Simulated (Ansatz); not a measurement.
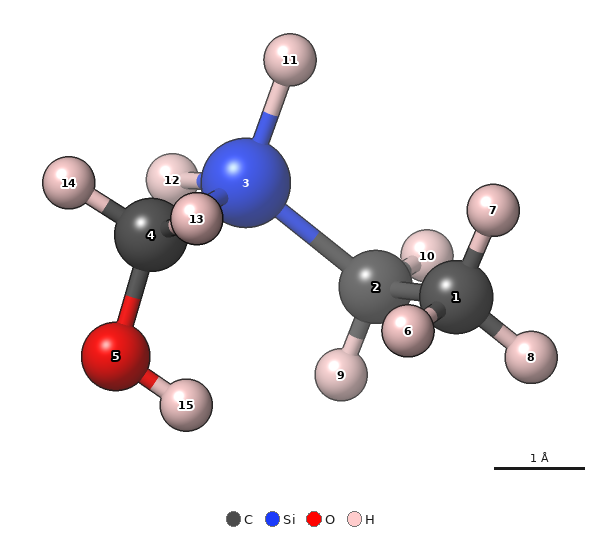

*The input geometry (ball-and-stick view, seen at a tilt; atoms are numbered from 1 in the order of the input).*

# C3H10OSi: single-point calculation

System: C3H10OSi.
Method: RKS PBE0-D4/def2-TZVPP (Ansatz 0.2.0).

The geometry comes from this level: PBE0-D4/def2-TZVP.

## Input
```yaml
crystal:
  periodic: [false, false, false]
  atoms:
    - {symbol: C, position_ang: [-1.584893, -0.476814, -0.832009]}
    - {symbol: C, position_ang: [-0.150380, -0.998225, -0.812662]}
    - {symbol: Si, position_ang: [0.777253, -0.615743, 0.777100]}
    - {symbol: C, position_ang: [0.831038, 1.257948, 1.052119]}
    - {symbol: O, position_ang: [1.349675, 1.960424, -0.073812]}
    - {symbol: H, position_ang: [-1.625598, 0.611173, -0.724872]}
    - {symbol: H, position_ang: [-2.172671, -0.899285, -0.013010]}
    - {symbol: H, position_ang: [-2.094347, -0.728429, -1.765595]}
    - {symbol: H, position_ang: [0.421203, -0.589595, -1.654367]}
    - {symbol: H, position_ang: [-0.138916, -2.083817, -0.956329]}
    - {symbol: H, position_ang: [0.082315, -1.251986, 1.935134]}
    - {symbol: H, position_ang: [2.163121, -1.153649, 0.695435]}
    - {symbol: H, position_ang: [-0.157862, 1.641249, 1.342355]}
    - {symbol: H, position_ang: [1.498955, 1.485675, 1.887160]}
    - {symbol: H, position_ang: [0.779304, 1.790376, -0.827247]}
basis:
  gaussian: {orbitals: def2-TZVPP}
hamiltonian: {xc: pbe0, dispersion: d4}
output: {orbitals: {seedname: orbitals}}
```

Run on 4 threads of AMD EPYC, 23 GiB of memory available, shared host.

Launched with:
```bash
ansatz run in.yaml --threads 4 --pin off --events-out ev --progress --plain --max-ram 10444MiB
```

## Output
```
Functional definition: PBE0
  name "PBE0"
  cite "Adamo & Barone, J. Chem. Phys. 110, 6158 (1999) doi:10.1063/1.478522"
  cite "Perdew, Burke & Ernzerhof, Phys. Rev. Lett. 77, 3865 (1996) doi:10.1103/PhysRevLett.77.3865"
  parent pbe
  parameter a = 0.25
  parameter kappa = 0.804
  parameter beta = 0.06672455060314922
  exchange = (1 - a)*pbe_x(kappa = kappa, mu = beta*pi^2/3) + a*exact_x
  correlation = pbe_c(beta = beta)
1572 factors; their error is unknown
mean field evaluation 1: about -13180.6269 eV, gradient 7.1e1 eV
mean field evaluation 2: about -13172.9957 eV, gradient 9.1e1 eV
mean field evaluation 4: about -13191.4891 eV, gradient 5.1e0 eV
mean field evaluation 8: about -13191.5347 eV, gradient 6.0e-2 eV
mean field evaluation 16: about -13191.5418 eV, gradient 5.6e-5 eV
mean field -13191.54179156 eV, -484.7802192918 hartree, gradient 5.6e-5 eV, S^2 0.000000; 0 other end points of the search recorded, 0 dependent functions left out
reference -13191.54182716 eV, -484.7802205999 hartree; 25, 25 occupied and 281, 281 virtual orbitals, 1572 factors
Total energy: -13191.79480969 eV, -484.7895175364 hartree
```

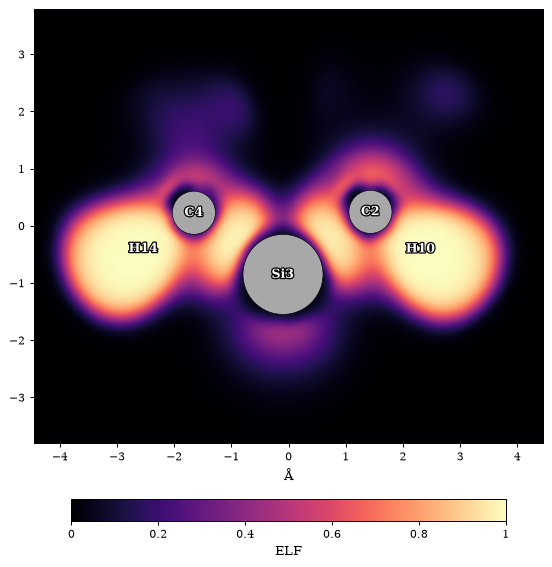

*ELF on the plane of atoms C2, Si3 and C4. Grey discs, where drawn, cover atomic cores.*

Atoms in the plane: C, Si and H. C–H (1.10 Å): the ELF climbs to about 1 towards the hydrogen, as it does in any bond to H; a covalent bond by its length.

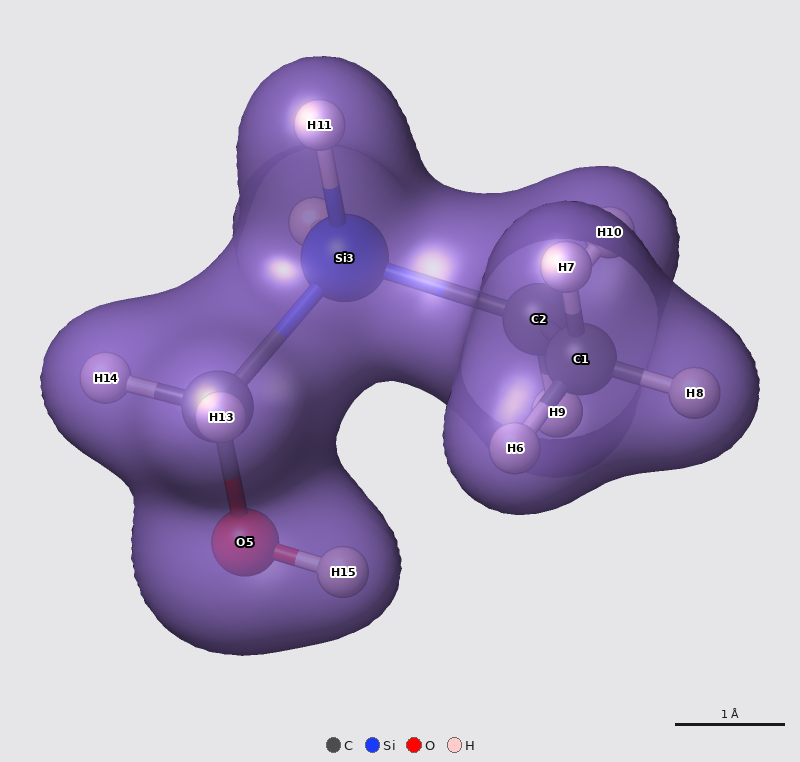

*Isosurface of the electron density at 0.2 e/Å³ (purple), seen at an oblique angle.*

At this value the surface is in one piece. On the grid the lowest density along these lines, outside the cores, is 1.7 e/Å³ (C–O, 1.42 Å), 1.6 e/Å³ (C–C, 1.53 Å), 0.83 e/Å³ (C–Si, 1.88 Å) and 2.5 e/Å³ (O–H, 0.96 Å).

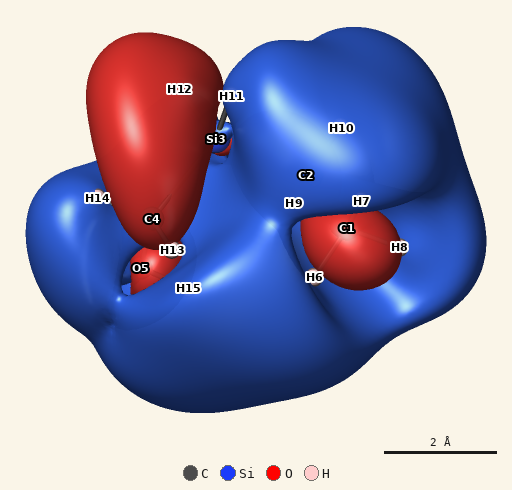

*The LUMO at ±0.04 Å⁻³ᐟ² (blue and red are the two phases), seen face on.*

It lies mainly on H15 (20 %), Si3 (10 %), O5 (10 %), H9 (10 %) and H6 (10 %). Its energy is 0.41 eV.

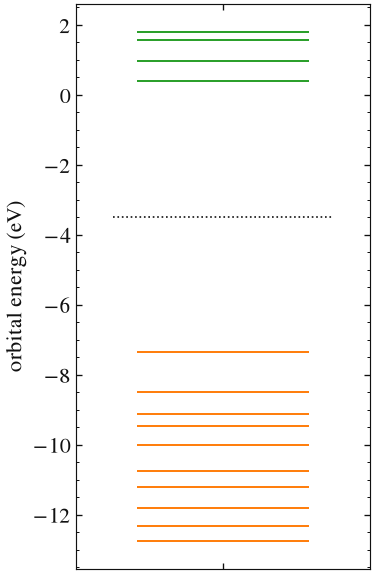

*Orbital energies near the frontier; the dotted line parts filled from empty levels, and levels within 0.02 eV of each other stand side by side.*

Highest filled −7.36 eV, lowest empty 0.41 eV, 7.77 eV apart.

## Summary

```csv
quantity,value
outcome,converged
total energy,−13191.7948 eV
mean-field energy,−13191.5418 eV
dispersion energy,−0.2530 eV
SCF solution under orbital rotations,stable
HOMO,−7.36 eV
LUMO,0.41 eV
wall time,3.6 s (CPU time 13 s)
peak memory,0.85 GiB
```
